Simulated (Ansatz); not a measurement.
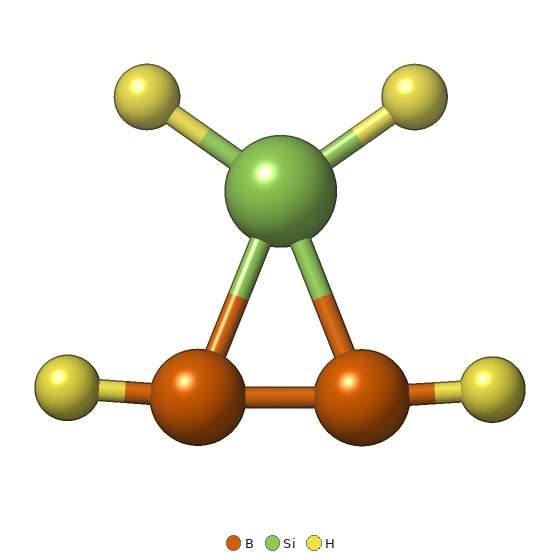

Structure of B₂SiH₄, SMILES B1B[SiH2]1.

Kohn-Sham orbital energies near the frontier, r2SCANh/def2-TZVPP, the Ansatz code 0.2.0, at a PBE0-D4/def2-TZVP geometry (a minimum by its frequencies), isolated molecule; empty levels in grey, levels within 0.03 eV side by side.

Where do the frontier orbitals lie?

Answer. HOMO at −6.65 eV, LUMO at −2.26 eV, 4.39 eV apart.

List the levels.

Answer.
```csv
orbital,energy (eV)
LUMO+3,0.12
LUMO+2,−0.04
LUMO+1,−1.44
LUMO,−2.26
HOMO,−6.65
HOMO−1,−7.38
HOMO−2,−9.65
HOMO−3,−10.31
HOMO−4,−12.31
HOMO−5,−12.94
```

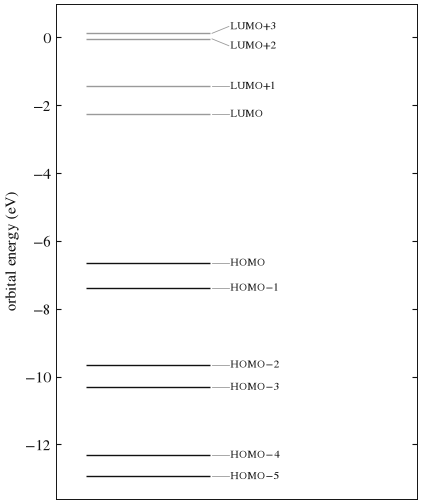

Note: empty levels above zero depend strongly on the basis.
